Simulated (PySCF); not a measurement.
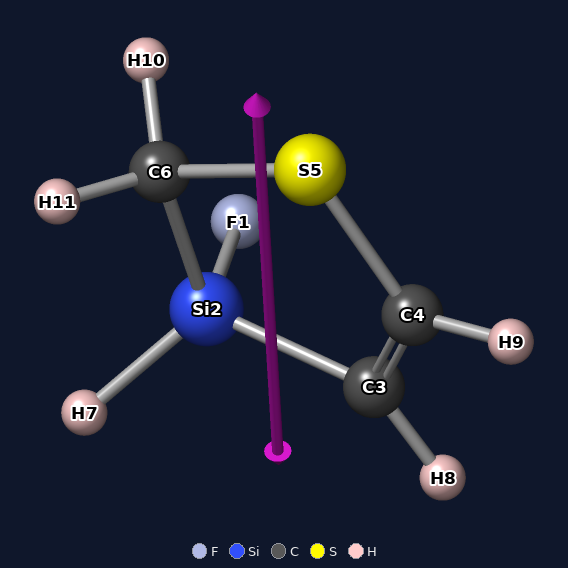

The double arrow shows the direction of the transition dipole to excited singlet state 1 (its length means nothing). The geometry was computed by an optimisation with PBE0-D3(BJ)/def2-SVP. No frequency run is at hand to confirm it as a minimum. Properties computed with TDDFT PBE0/aug-cc-pVDZ, vertical, gas phase, core orbitals frozen in the response (PySCF 2.14.0).

### Give its energy, strength and character.

4.80 eV (258 nm), oscillator strength 0.11, mainly HOMO → LUMO (weight 0.94); transition dipole 2.48 D.
